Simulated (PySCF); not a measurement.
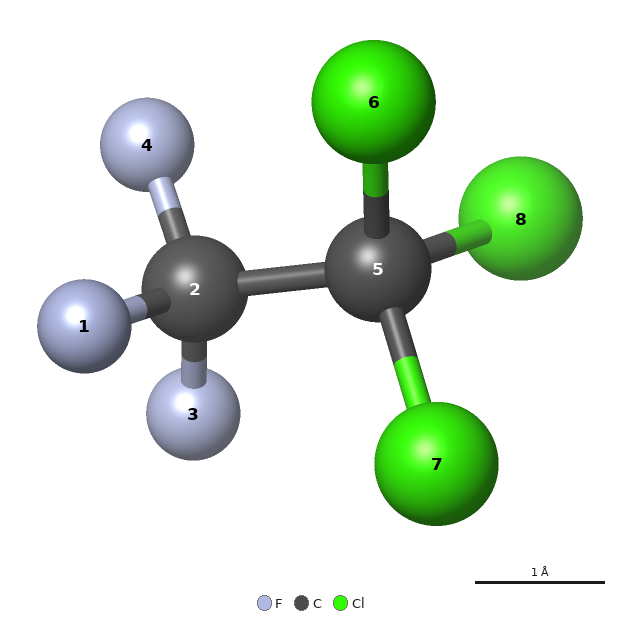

The view is orthographic, and the bar gives the scale. The geometry was computed by an optimisation with PBE0-D3(BJ)/def2-SVP. No frequency run is at hand to confirm it as a minimum.

Reconstruct the coordinates (Å) as seen: x to the right, y up, z towards the viewer, origin at the mean of the atomic positions.

```xyz
8
C2Cl3F3
F   -1.61  -0.37   0.64
C   -0.75  -0.08  -0.31
F   -0.76  -1.06  -1.21
F   -1.12   1.04  -0.90
C    0.68   0.07   0.28
Cl   0.64   1.38   1.48
Cl   1.14  -1.45   1.05
Cl   1.79   0.47  -1.03
```
